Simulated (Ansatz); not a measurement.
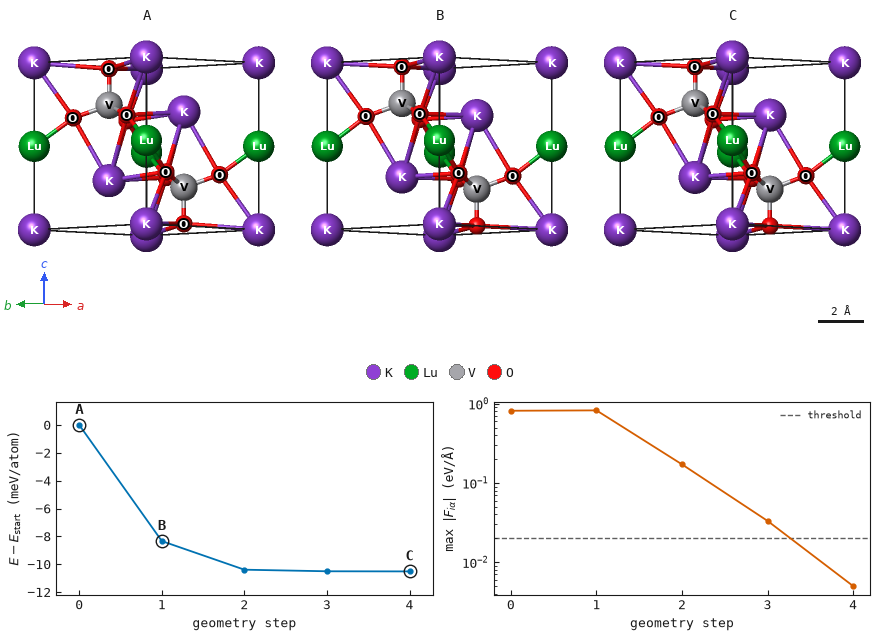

Frames of a relaxation of solid K3LuV2O8 (set up in P-3m1), marked on the history of the run. Style: ball-and-stick. Shown: the cell of the calculation, from a free direction.

Theory: Ansatz, DFT, PBE, plane-wave PAW, default files, scalar-relativistic.

The input:
```yaml
crystal:
  lattice:
    - [5.855000546, 0.0, 0.0]
    - [-2.927500273, 5.070579212, 0.0]
    - [0.0, 0.0, 7.578]
  atoms:
    - { symbol: K, position: [0.0, 0.0, 0.0] }
    - { symbol: K, position: [0.6666666667, 0.3333333333, 0.7058] }
    - { symbol: K, position: [0.3333333333, 0.6666666667, 0.2942] }
    - { symbol: Lu, position: [0.0, 0.0, 0.5] }
    - { symbol: V, position: [0.6666666667, 0.3333333333, 0.2541] }
    - { symbol: V, position: [0.3333333333, 0.6666666667, 0.7459] }
    - { symbol: O, position: [0.6666666667, 0.3333333333, 0.036] }
    - { symbol: O, position: [0.3333333333, 0.6666666667, 0.964] }
    - { symbol: O, position: [0.3485, 0.17425, 0.3298] }
    - { symbol: O, position: [0.82575, 0.17425, 0.3298] }
    - { symbol: O, position: [0.82575, 0.6515, 0.3298] }
    - { symbol: O, position: [0.17425, 0.3485, 0.6702] }
    - { symbol: O, position: [0.17425, 0.82575, 0.6702] }
    - { symbol: O, position: [0.6515, 0.82575, 0.6702] }
kpoints:
  mp_grid: { grid: [5, 5, 3] }
scf:
  occupations: { method: fermi_dirac, width: 0.02 }
hamiltonian:
  xc: pbe
  pseudopotentials: { kind: paw }
output:
  forces: true
  stress: true
  populations: true
  efg:
    quadrupole_moments_barn: { K: 0.0603, Lu: 3.49, V: -0.052, O: -0.02558 }
    contact_densities: true
relax:
  f_tol: 0.02
  max_steps: 60
```

Launched with:
```bash
ansatz run input.yaml --threads 1 --pin off --max-ram 3072MiB --backend cpu --events-out ev --progress --plain --runs-dir out
```

### What happens along the run?

The energy falls by 10.5 meV per atom in 4 geometry steps. Largest force component: 0.82 eV/Å at the start, 0.005 eV/Å at the end. The largest moves, 0.15 Å, are those of K2 and K3. K2 goes along −c. By element the largest moves are K 0.15 Å, O 0.09 Å, V 0.09 Å. Lu stays in place. The cell doesn't change. Some distances before and after: K2–O10 3.274 → 3.193 Å, K2–V5 3.423 → 3.364 Å, K2–O7 2.502 → 2.558 Å, K1–O10 3.061 → 3.014 Å. Bond angles that change, for instance: K2–O12–K2 169.1° → 176.2°, K2–O12–K3 95.3° → 91.9°, K1–O12–K2 84.8° → 88.1°. The space group stays P-3m1 (No. 164). The run took 63 s on 1 thread of Arm Neoverse V2, with other jobs on the host, peak memory 0.66 GiB. From step 0 to 1: K atoms move most (0.17 Å), energy −8.3 meV per atom. From step 1 to 4: K and O atoms move most (0.02 Å), energy −2.2 meV per atom.

```json
{"step": "0", "E − E(0), meV/atom": "0.00", "largest force component, eV/Å": "0.8154"}
{"step": "1", "E − E(0), meV/atom": "-8.33", "largest force component, eV/Å": "0.8241"}
{"step": "2", "E − E(0), meV/atom": "-10.39", "largest force component, eV/Å": "0.1715"}
{"step": "3", "E − E(0), meV/atom": "-10.50", "largest force component, eV/Å": "0.0332"}
{"step": "4", "E − E(0), meV/atom": "-10.51", "largest force component, eV/Å": "0.0050"}
```
